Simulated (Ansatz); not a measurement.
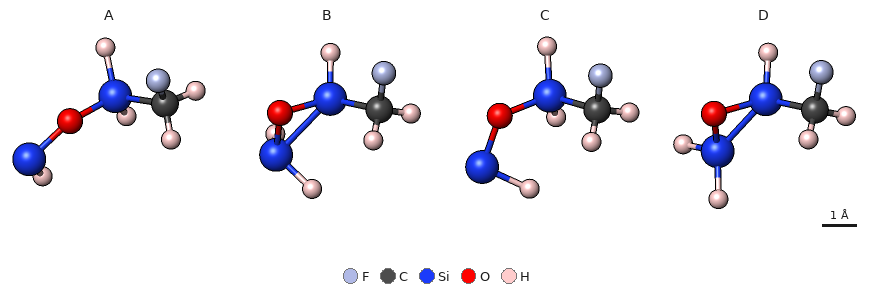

4 geometries from a converged minimum-energy path of CH5FOSi2, shuffled. Style: ball-and-stick. Shown from a free direction.

Level of theory: RKS BLYP/def2-SVP (Ansatz 0.2.0). Set-up: 7 movable images; climbing image; force threshold 0.03 eV/Å; iteration limit 60; starting path by image-dependent pair potential.

Question: Which frame is the transition state?

Answer: B. In order along the path, whose images run from 0 to 8: A (image 0, 0.0 kcal/mol), C (image 3, +5.3 kcal/mol), B (image 6, +30.5 kcal/mol), D (image 8, +7.6 kcal/mol). Breaking: H–Si (1.50 → 3.33 Å). Forming: Si–Si (3.24 → 2.24 Å), H–Si (3.67 → 1.50 Å).

Cost: 2.8 min on 2 threads of Arm Neoverse V1, with other jobs on the host, peak memory 0.14 GiB.
